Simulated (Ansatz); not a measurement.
# Screening in CuBiSeO (P4/nmm)

Aim: the electronic dielectric constant of CuBiSeO (P4/nmm) by perturbation theory, a sum over states and the RPA step of G0W0.

Method: linear response on r2SCAN, plane waves, PAW, in Ansatz 0.2.0.

In doubt: one-shot GW on d or f shells is unsure (step 4), so the values of those runs are not to be relied on.

## (1) The structure

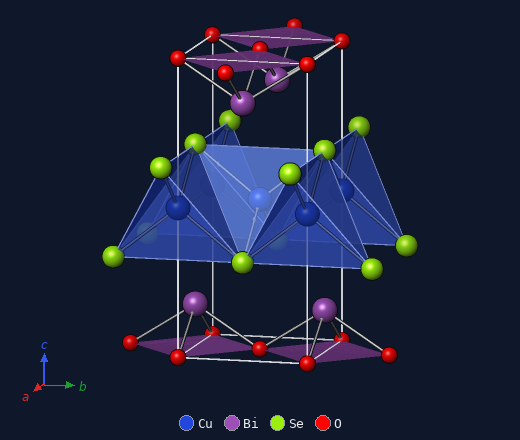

The starting structure, seen slightly off an axis (copper blue, bismuth purple, selenium green, oxygen red). Some periodic images of atoms are drawn too.

Geometry: measured lattice cell, ions relaxed with r2SCAN; the structure entry is the Materials Project's. The runs that relaxed it are not among those shown. Spin-orbit coupling is left out unless a step names it.

## (2) Response to a homogeneous field

The response to a uniform field gives ε∞, a yardstick for the screening that GW builds on its mesh.

This step: dielectric response by perturbation theory, r2SCAN, plane waves, PAW; PAW set soft_1.

File input.yaml:

```yaml
crystal:
  lattice:
    - [3.9221, 0.0, 0.0]
    - [0.0, 3.9221, 0.0]
    - [0.0, 0.0, 8.9133]
  atoms:
    - { symbol: Cu, position: [0.0, 0.0, 0.5] }
    - { symbol: Cu, position: [0.5, 0.5, 0.5] }
    - { symbol: Bi, position: [0.0, 0.5, 0.8600640328] }
    - { symbol: Bi, position: [0.5, 0.0, 0.1399359672] }
    - { symbol: Se, position: [0.5, 0.0, 0.6731283907] }
    - { symbol: Se, position: [0.0, 0.5, 0.3268716093] }
    - { symbol: O, position: [0.5, 0.5, 0.0] }
    - { symbol: O, position: [0.0, 0.0, 0.0] }
kpoints:
  mp_grid: { grid: [6, 6, 2] }
hamiltonian:
  xc: r2scan
  pseudopotentials: { kind: paw, azcp: { folder: soft_1 } }
scf:
  occupations: { method: fixed }
dielectric: {}
```

Run with:

```sh
$ ansatz run input.yaml --threads 24 --pin off --max-ram 82944MiB --backend cuda --events-out ev --progress --plain --runs-dir out --devices 1 --max-vram 78GiB
```

Numbers of over 12 decimals in the logs are rounded to 6 here.

Output:

```text
GPUs: using 1 of 1 available (devices: 1).
Engine: ansatz 0.2.0, aarch64-unknown-linux-gnu
Pseudopotentials: kind: paw
Pseudopotential: Cu, paw, valence charge 19, recommended cutoff 500 eV (meta_gga), soft_1/Cu.paw.azcp
Pseudopotential: Bi, paw, valence charge 15, recommended cutoff 500 eV (meta_gga), soft_1/Bi.paw.azcp
Pseudopotential: Se, paw, valence charge 16, recommended cutoff 500 eV (meta_gga), soft_1/Se.paw.azcp
Pseudopotential: O, paw, valence charge 6, recommended cutoff 500 eV (meta_gga), soft_1/O.paw.azcp
Functional definition: r2SCAN
  parameter k0 = 0.174
  parameter k1 = 0.065
  parameter a1 = 4.9479
  exchange = r2scan_x(k0 = k0, k1 = k1, a1 = a1)
  correlation = r2scan_c
[...]
Crystal: 8 atoms, lattice volume = 137.112 Å³
Basis set: ecut = 500 eV, 3465 PW (Γ), exchange–correlation on 120×120×288 points (64 copies of the dense FFT grid, shifted against one another)
Bands: 68, of which v1, the nominal top of the filled ones, is band 56 counted from 1 (55 counted from 0)
Symmetry: 16 space group operations
k-points: 32 of 72 (irreducible under 2 space group operations, time reversal used)
Non-local potential: Cu, projectors of the file, l = 0: 3, l = 1: 2, l = 2: 3, l = 3: 1
Non-local potential: Bi, projectors of the file, l = 0: 2, l = 1: 2, l = 2: 2, l = 3: 1
Non-local potential: Se, projectors of the file, l = 0: 2, l = 1: 2, l = 2: 3, l = 3: 1
Non-local potential: O, projectors of the file, l = 0: 2, l = 1: 2, l = 2: 1
PAW form: soft (Blöchl's): semilocal exchange-correlation on the pseudo side does not see the compensation charge
PAW frozen core: Cu, regenerated for the run's functional (the file was generated under x = pbe(κ = 0.804, μ = 0.219515), c = pbe(β = 0.066725))
PAW frozen core: Bi, regenerated for the run's functional (the file was generated under x = pbe(κ = 0.804, μ = 0.219515), c = pbe(β = 0.066725))
PAW frozen core: Se, regenerated for the run's functional (the file was generated under x = pbe(κ = 0.804, μ = 0.219515), c = pbe(β = 0.066725))
PAW frozen core: O, regenerated for the run's functional (the file was generated under x = pbe(κ = 0.804, μ = 0.219515), c = pbe(β = 0.066725))
PAW one-centre angular grid: Cu, 590 points (default); XC on 160 Gauss nodes
PAW one-centre angular grid: Bi, 590 points (default); XC on 160 Gauss nodes
PAW one-centre angular grid: Se, 590 points (default); XC on 160 Gauss nodes
[...]
Initial density: superposition of atomic densities (chi_scale 0.1, normalization cell, long waves 63 % of neutral atoms (reshape's long-wave potential 1.63 eV rms, cloud 2.68 Å wide))
Initial wavefunctions: pseudopotential atomic-orbital guess
[...]
Functional: x = r2scan, c = r2scan; τ floored in thin density (d = 2e-4 eV/Å³)
SCF iter   1: F=—  HF=-50190.394737 eV  |F-HF|=—  |Δ(HF+E_count)|=         —  Δρ=1.01e-1  dr2=4.83e1  dr2_τ=1.03e-1  ethr=3.10e-3  ⟨swp⟩=4.0  Hψ=6603  notcnv=0  defer=309
preconditioner: auto → Resta (q_TF=auto, 2.638 Å⁻¹)  ε∞=4.1  [insulator: Δε(μ)=0.155 eV  Ē_g=15.595 eV  n_scr=38 (ndim 8)  ℏωp=27.6 eV  f_vac=0.000  ε∞_Penn≈4.1]
SCF iter   2: F=—  HF=-50184.218018 eV  |F-HF|=—  |Δ(HF+E_count)|=    6.18e0  Δρ=8.52e-2  dr2=6.46e0  dr2_τ=5.90e-1  ethr=3.10e-3  ⟨swp⟩=3.1  Hψ=4674  notcnv=0  defer=287
[...]
SCF iter  16: F=-50183.184711 eV  HF=-50183.184711 eV  |F-HF|=0.00e0  |Δ(HF+E_count)|=  5.09e-11  Δρ=1.68e-7  dr2=2.43e-11  dr2_τ=4.02e-13  ethr=1.00e-12  ⟨swp⟩=12.7  Hψ=9024  notcnv=0
SCF 1 converged in 16 iterations: F = -50183.184711 eV  dr2 = 2.43e-11
  greatest PAW one-centre occupation: 1.002 electrons in one spin orbital (limit 2), on the Cu atom at site 1 (counted from 0), in its partial waves of l = 0
the response reads at least the filled bands of the reference SCF and the lowest empty band at each k-point, and that SCF's band table does not vouch for those bands. The notice of the band table in this run's record says why
[...]
DFPT response loops at Γ: preconditioner auto → Resta (q_TF=auto, 2.638 Å⁻¹)  ε∞=10.5 (no band partly filled); β = 1.00, the filter's whole step (`scf.mixing.beta` (0.50) is not read by the response loops at its default; to damp them type it under 1.00, their step now; it binds the ground state too); Broyden in place of MSR1
── the response to a field inside a basis, on 12×12×6 k-points: an SCF that follows is theirs, and a resumed run solves both again ──
[...]
Bands: 57, of which v1, the nominal top of the filled ones, is band 56 counted from 1 (55 counted from 0)
k-points: 63
[...]
Eigensolver: Dense (63 Hₖ)
SCF iter   1: F=—  HF=-50182.861656 eV  |F-HF|=—  |Δ(HF+E_count)|=         —  Δρ=5.39e-4  dr2=3.14e-4  dr2_τ=9.73e-5  ethr=1.00e-1
preconditioner: auto → Resta (q_TF=auto, 2.638 Å⁻¹)  ε∞=5.9  [insulator: Δε(μ)=0.686 eV  Ē_g=12.452 eV  n_scr=38 (ndim 8)  ℏωp=27.6 eV  f_vac=0.005  ε∞_Penn≈5.9]
SCF iter   2: F=—  HF=-50182.861743 eV  |F-HF|=—  |Δ(HF+E_count)|=   8.71e-5  Δρ=4.49e-4  dr2=1.94e-4  dr2_τ=1.04e-5  ethr=2.80e-7
SCF iter   3: F=—  HF=-50182.861779 eV  |F-HF|=—  |Δ(HF+E_count)|=   3.66e-5  Δρ=3.32e-4  dr2=8.38e-5  dr2_τ=2.44e-6  ethr=1.74e-7
SCF iter   4: F=—  HF=-50182.861770 eV  |F-HF|=—  |Δ(HF+E_count)|=   9.55e-6  Δρ=8.33e-5  dr2=7.45e-6  dr2_τ=6.84e-7  ethr=7.48e-8
SCF iter   5: F=—  HF=-50182.861771 eV  |F-HF|=—  |Δ(HF+E_count)|=   1.23e-6  Δρ=3.49e-5  dr2=1.54e-6  dr2_τ=5.63e-8  ethr=6.65e-9
SCF iter   6: F=—  HF=-50182.861771 eV  |F-HF|=—  |Δ(HF+E_count)|=   4.49e-7  Δρ=1.23e-5  dr2=1.77e-7  dr2_τ=1.01e-8  ethr=1.37e-9
SCF iter   7: F=-50182.861772 eV  HF=-50182.861772 eV  |F-HF|=3.01e-9  |Δ(HF+E_count)|=   4.98e-8  Δρ=2.41e-6  dr2=7.26e-9  dr2_τ=1.23e-10  ethr=1.58e-10
SCF 1 converged in 7 iterations: F = -50182.861772 eV  dr2 = 7.26e-9
[...]
DFPT response loops at Γ: preconditioner auto → Resta (q_TF=auto, 2.638 Å⁻¹)  ε∞=9.3 (no band partly filled); β = 1.00, the filter's whole step (`scf.mixing.beta` (0.50) is not read by the response loops at its default; to damp them type it under 1.00, their step now; it binds the ground state too); Broyden in place of MSR1
SCF converged after 16 iterations
Free energy (F): -50183.184711 eV
Harris-Foulkes:  -50183.184711 eV  (|F-HF|=0.00e0)
Internal energy: -50183.184711 eV  (E = F + TS)
E sigma→0 (E₀):  -50183.184711 eV
Fermi energy:    12.243758 eV
--- Per-component energies (eV) ---
  E_band       = -1735.191415
  E_kinetic    = 1583.478676
  E_local      = -20708.933481  (includes V_loc(G=0)·N_el)
  E_nonlocal   = 2032.647443
  E_hartree    = 9427.799185
  E_xc         = -713.518876
  E_vxc        = -866.155343  (∫ρ·V_xc dr)
  E_paw        = -29660.441465  (= ΣΔE_a)
  E_vpaw       = -2683.461925  (= ΣTr[D̂ρ^β])
  E_aug_tail   = 0.001685  (compensation charges beyond the density's cutoff)
  E_vtau       = 51.632785  (kinetic-family band-sum trace: ∫τ·v_τ [+ j·A + Jᵃ·Aᵃ] dr)
  E_ewald      = -12141.772984
  E_core_change = -2.444892  (= ΣΔE_core)
  E_smearing   = -0.000000  (= −TS)
  E_closure    = 0.000000  (closes the sum)
  Σ components = -50183.184711   (vs F -50183.184711, Δ=0.00e0)
--- Band table (eV; the first three rows and the last of 32) ---
  k-point 0: bands = [... 52 lower, 11.0520, 11.4312, 11.8414, 11.8414, 12.8171, 13.4626, 15.7447, 15.7447]
  k-point 1: bands = [... 52 lower, 11.0520, 11.4324, 12.1575, 12.1575, 12.7926, 12.9130, 14.9655, 14.9655]
  k-point 2: bands = [... 52 lower, 11.2129, 11.5747, 11.8188, 11.9273, 13.6999, 14.0543, 14.6285, 15.5888]
  k-point 31: bands = [... 52 lower, 10.4757, 10.4757, 11.2130, 11.2130, 14.1871, 14.1871, 15.0544, 15.0544]
--- Dielectric response (ions clamped): 3 representative field directions + reference, inside a basis on a mesh of 864 k-points (Σ response iterations 18) ---
  ε∞ (high-frequency dielectric tensor):
       13.455201     0.000000     0.000000
        0.000000    13.455201     0.000000
        0.000000     0.000000    11.519438
  Born effective charges Z* (e; rows j = field, columns β = displacement):
    site 0:
         1.23945   -0.00000    0.00000
        -0.00000    1.23945   -0.00000
         0.00000    0.00000    1.00179
    site 1:
         1.23945   -0.00000    0.00000
        -0.00000    1.23945    0.00000
        -0.00000    0.00000    1.00179
    site 2:
         6.37816    0.00000    0.00000
         0.00000    6.37816   -0.00000
         0.00000   -0.00000    5.93549
    site 3:
         6.37816    0.00000    0.00000
         0.00000    6.37816    0.00000
        -0.00000    0.00000    5.93549
    site 4:
        -3.42285    0.00000    0.00000
         0.00000   -3.42285    0.00000
         0.00000   -0.00000   -2.62310
    site 5:
        -3.42285    0.00000   -0.00000
         0.00000   -3.42285   -0.00000
         0.00000    0.00000   -2.62310
    site 6:
        -4.19476    0.00000    0.00000
         0.00000   -4.19476    0.00000
         0.00000    0.00000   -4.31418
    site 7:
        -4.19476    0.00000    0.00000
         0.00000   -4.19476    0.00000
        -0.00000    0.00000   -4.31418
  Z* charge neutrality: 9.631e-3 e pre-enforcement
  solved inside a basis spanned on kpoints, on 12×12×6 k-points transformed towards the longest dipole: ε∞ is read to err by 8.9e-2, Z* by 6.9e-2 e (field_mesh: kpoints solves on kpoints); Z* is corrected for what the basis lacks
```

Elapsed: 14 s, on 1 × NVIDIA GB200 (shared by 2 runs) with 24 threads of Arm Neoverse V2, shared host; peak memory 3.8 GiB; 2.3 min of CPU time.

Reading the cycles: dr2 is the Hartree energy of the density residual (eV), the measure of convergence; HF is the Harris–Foulkes estimate of the energy, which meets the free energy F at convergence.

Numbers from this step:

* stated error of ε∞: 0.089

One over ε∞ averages 0.08, well under the quarter of exact exchange in PBE0, which by this rule of thumb may open the gap too far.

High-frequency dielectric tensor:

```
13.46  0.00  0.00
 0.00 13.46  0.00
 0.00  0.00 11.52
```

Born effective charge (e), principal values of the symmetric part by kind of site:

```csv
atom,atoms with these values,low,middle,high,mean
Cu1,2,1.00,1.24,1.24,1.16
Bi3,2,5.94,6.38,6.38,6.23
Se5,2,-3.42,-3.42,-2.62,-3.16
O7,2,-4.31,-4.19,-4.19,-4.23
```

In full for Bi3:

```
6.38 0.00 0.00
0.00 6.38 0.00
0.00 0.00 5.94
```

## (3) Independent-particle spectrum

The independent-particle spectrum shows where the oscillator strength lies, before excitons and local fields.

This step: independent-particle optics on r2SCAN, plane waves, PAW; PAW set soft_1.

input.yaml, as its differences from that of step 2:

```diff
@@ -15,3 +15,3 @@
 kpoints:
-  mp_grid: { grid: [6, 6, 2] }
+  mp_grid: { grid: [6, 6, 4] }
 hamiltonian:
@@ -21,2 +21,4 @@
   occupations: { method: fixed }
-dielectric: {}
+  n_extra_bands: 93
+output:
+  optics: { e_range: [0, 25], de: 0.1, sigma: 0.2 }
```

Output:

```text
[...]
GPUs: using 1 of 1 available (devices: 1).
[...]
concurrent solve slots: 15 of 24 are kept, ahead of what memory takes: no pass of the eigensolver takes more rounds on 15
[...]
Crystal: 8 atoms, lattice volume = 137.112 Å³
Basis set: ecut = 500 eV, 3465 PW (Γ), exchange–correlation on 120×120×288 points (64 copies of the dense FFT grid, shifted against one another)
Bands: 149, of which v1, the nominal top of the filled ones, is band 56 counted from 1 (55 counted from 0)
Symmetry: 16 space group operations
[...]
k-points: 30 of 144
[...]
SCF iter   1: F=—  HF=-50190.397479 eV  |F-HF|=—  |Δ(HF+E_count)|=         —  Δρ=1.01e-1  dr2=4.84e1  dr2_τ=1.03e-1  ethr=3.10e-3  ⟨swp⟩=4.7  Hψ=14584  notcnv=0  defer=2665
[...]
SCF iter   5: F=—  HF=-50183.593969 eV  |F-HF|=—  |Δ(HF+E_count)|=    1.37e0  Δρ=3.60e-2  dr2=3.04e0  dr2_τ=8.91e-3  ethr=3.10e-3  ⟨swp⟩=1.2  Hψ=5169  notcnv=0  defer=2664
[...]
SCF 1 converged in 19 iterations: F = -50183.187139 eV  dr2 = 5.19e-12
[...]
SCF converged after 19 iterations
[...]
k-point 1: bands = [... 52 lower, 11.0490, 11.4074, 11.9963, 11.9963, 12.8556, 13.1402, 15.2878, 15.2878]
  k-point 2: bands = [... 52 lower, 11.0490, 11.4311, 12.1559, 12.1559, 12.7930, 12.9131, 14.9659, 14.9659]
  k-point 29: bands = [... 52 lower, 10.4728, 10.4728, 11.2103, 11.2103, 14.1874, 14.1874, 15.0541, 15.0541]
```

It took 10 s on 1 × NVIDIA GB200 (shared by 2 runs) with 24 threads; peak memory 3.9 GiB; 1.8 min of CPU time.

This step gave:

- ε∞ without local fields (xx, yy, zz): 13.44, 13.44, 11.80
- electrons in the f-sum (xx, yy, zz): 66.36, 66.36, 66.42
- bands in the explicit sum (the static value is completed to all bands): 149

The sum gives ε∞ = 13.44 and 11.80 without local fields.

The ε₂ has structure finer than the step of the table below, so its rows give means over 1 eV, whole bins alone (the curve runs from 0 to 25 eV). Peaks (eV: height): xx=yy 2.0: 11.8, 3.5: 11.0, 5.8: 12.2; zz 2.9: 10.7, 3.7: 10.8, 5.6: 11.7.

Independent particles, no local fields, Gaussian width 0.2 eV. ε₂ against photon energy; means over each step:

```csv
photon energy (eV),xx=yy,zz
1,1.94,0.633
2,8.86,7.54
3,10.1,10.1
4,9.10,8.42
5,10.1,9.22
6,11.6,9.79
7,8.23,7.28
8,4.58,4.33
9,3.40,4.46
10,2.45,3.34
11,1.54,2.03
12,1.14,1.45
13,1.25,1.44
14,1.30,1.57
15,1.57,1.50
16,1.45,0.953
17,1.08,0.717
18,0.796,0.639
19,0.644,0.550
20,0.522,0.521
21,0.421,0.469
22,0.381,0.398
23,0.328,0.370
24,0.309,0.369
```

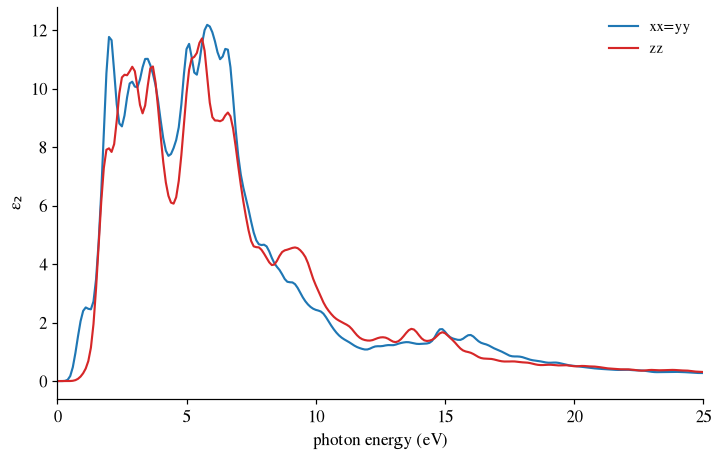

ε₂ against photon energy.

Independent particles, no local fields, Gaussian width 0.2 eV. The loss function by photon energy; read off at these points:

```csv
photon energy (eV),xx=yy,zz
0.0,0,0
2.0,0.0345,0.0327
4.0,0.0899,0.104
6.0,0.0834,0.111
8.0,0.169,0.213
10.0,0.280,0.221
12.0,0.795,0.589
12.6,0.822,0.629
14.0,0.780,0.601
16.0,0.630,0.872
18.0,1.18,1.56
18.6,1.44,1.74
20.0,1.88,1.54
20.6,1.97,1.44
22.0,1.47,1.18
24.0,0.874,0.786
```

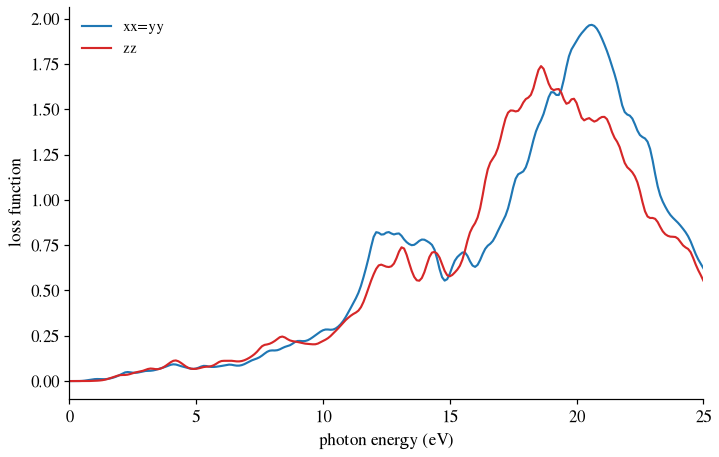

Loss function against photon energy.

## (4) RPA screening from the G0W0 run

Now the one-shot GW correction: screening in the RPA, then the self-energy of the levels asked for. This step takes PAW set soft_1 files.

This step: G0W0 on r2SCAN, plane waves, PAW; PAW set soft_1.

input.yaml, as its differences from that of step 3:

```diff
@@ -15,3 +15,3 @@
 kpoints:
-  mp_grid: { grid: [6, 6, 4] }
+  mp_grid: { grid: [4, 4, 2] }
 hamiltonian:
@@ -21,4 +21,7 @@
   occupations: { method: fixed }
-  n_extra_bands: 93
-output:
-  optics: { e_range: [0, 25], de: 0.1, sigma: 0.2 }
+gw:
+  n_empty_bands: 880
+  ecut_chi: 200.0
+  qp_bands: [v2, c2]
+  qp_kpoints: band_edges
+  screening: { model: contour_deformation }
```

Output:

```text
GPUs: using 1 of 1 available (devices: 1).
[...]
Crystal: 8 atoms, lattice volume = 137.112 Å³
Basis set: ecut = 500 eV, 3465 PW (Γ), exchange–correlation on 120×120×288 points (64 copies of the dense FFT grid, shifted against one another)
Bands: 68, of which v1, the nominal top of the filled ones, is band 56 counted from 1 (55 counted from 0)
Symmetry: 16 space group operations
[...]
k-points: 12 of 32
[...]
1    57     12.7858    -9.6906    -3.9592   -13.5600  0.7751    12.6965    12.6961  root
     1    58     12.9063   -15.8924    -2.5739   -18.5212  0.7534    12.9613    12.9612  root
[...]
10    55     11.0444   -43.6149     7.9920   -35.7419  0.6303    11.1623    11.1633  root
    10    56     11.0444   -43.6149     7.9920   -35.7419  0.6303    11.1623    11.1633  root
    10    57     13.1656   -14.7349    -2.7662   -17.5710  0.7553    13.2358    13.2356  root
    10    58     13.1656   -14.7349    -2.7662   -17.5710  0.7553    13.2358    13.2356  root
[key lines of the parts left out:]
SCF converged after 12 iterations
```

It took 25 s on 1 × NVIDIA GB200 (shared by 2 runs) with 24 threads; peak memory 3.9 GiB; 69 s of CPU time.

Numbers from this step:

- bands summed: 936
- RPA ε∞ on this mesh (eigenvalues): 11.35, 19.82, 19.82
- plane waves in the screening matrix: 905
- G0W0 gap on the mesh: 0.5607 eV
- k of the valence top: 0, 0.25, -0.5
- k of the conduction bottom: 0, 0, -0.5
- starting gap on the mesh: 0.5878 eV
- least direct G0W0 gap on the computed points: 0.5847 eV

The gap on the mesh goes from 0.59 eV to 0.56 eV, a correction of −0.03 eV. Between the two edge states, bare exchange in place of the xc potential would open the gap by 8.48 eV, and correlation takes back 8.51 eV.

Mean over the mesh in bins of 0.25 1/Å. Table of static inverse dielectric function, diagonal by length of q+G:

```csv
length of q+G (Å⁻¹),"static inverse dielectric function, diagonal"
0.35,0.125
0.75,0.225
0.95,0.288
1.50,0.447
2.01,0.582
2.24,0.634
2.74,0.731
3.25,0.805
3.50,0.836
4.01,0.885
4.25,0.902
4.75,0.930
5.26,0.949
5.50,0.957
6.01,0.969
6.50,0.978
6.75,0.981
7.19,0.986
```

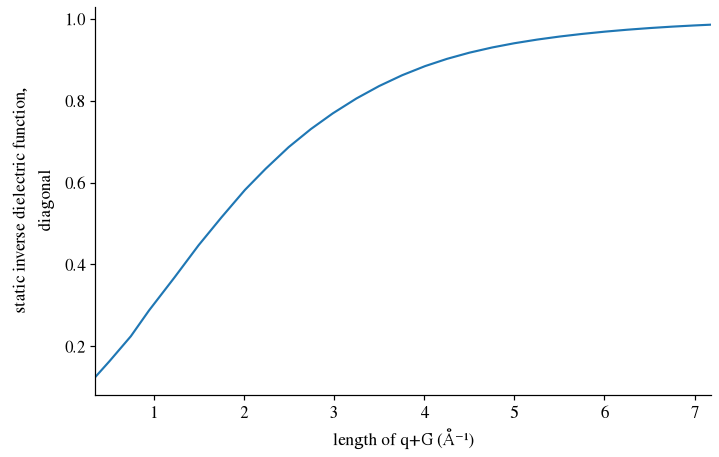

Static inverse dielectric function, diagonal, plotted against length of q+G.

## (5) The values together

Times are wall times on 1 × NVIDIA GB200 (shared by 2 runs) with 24 threads of Arm Neoverse V2, shared host, good to a factor of about two.

```csv
method,mesh,"ε∞, low",middle,high,mean,time
perturbation theory (local fields and xc kernel),6×6×2 (response on 864 points),11.52,13.46,13.46,12.81,14 s
sum over states (no local fields),6×6×4,11.80,13.44,13.44,12.89,10 s
"RPA with local fields, on the GW mesh",4×4×2,11.35,19.82,19.82,16.99,25 s
```

## (6) What came out

```json
{"perturbation theory (local fields and xc kernel)": "11.52, 13.46, 13.46", "sum over states (no local fields)": "11.80, 13.44, 13.44", "RPA with local fields, on the GW mesh": "11.35, 19.82, 19.82"}
```

What this shows: Mean Born effective charge: Cu1 1.16, Bi3 6.23, Se5 -3.16, O7 -4.23 e. The most distinct maxima of the ε₂ (xx=yy) lie at 2.0, 3.5 and 5.8 eV, the highest at 5.8 eV. Distinct peaks of the loss function (xx=yy) stand at 12.6 and 20.6 eV; the one at 20.6 eV is strongest. The sum without local fields gives 12.89 in the mean against 12.81 by perturbation theory; local fields lower ε∞ and the xc kernel gives part of it back, though the sum also carries the error of its own mesh. The RPA values on the 4×4×2 mesh average 1.33 times those of perturbation theory (means 16.99 and 12.81, which can hide unlike anisotropies). Without the xc kernel RPA should lie a little lower; it lies higher here. Perturbation theory sums its response on a denser mesh of its own, so the coarser sum of the GW run is the likely cause. Ions are clamped, so the lattice part of the static constant is not in these numbers.

[Paths, hosts, dates, memory and timing lines, banners, echoed tables and standing remarks are left out of the program output.]

[Logs are printed without paths, hosts, clocks, repeated set-up lines and the standing remarks that a program may print on its own settings, such as how far it seeks lower states.]

[Runs of the session that timed out or met a known fault of the program may be left out.]

[Cells called generated may have been cut or substituted from an entry of the Crystallography Open Database or the Materials Project.]

[Hosts, paths, dates, database ids (printed as entryN), source tags and the programs' standing remarks are cut or masked in the printed files.]
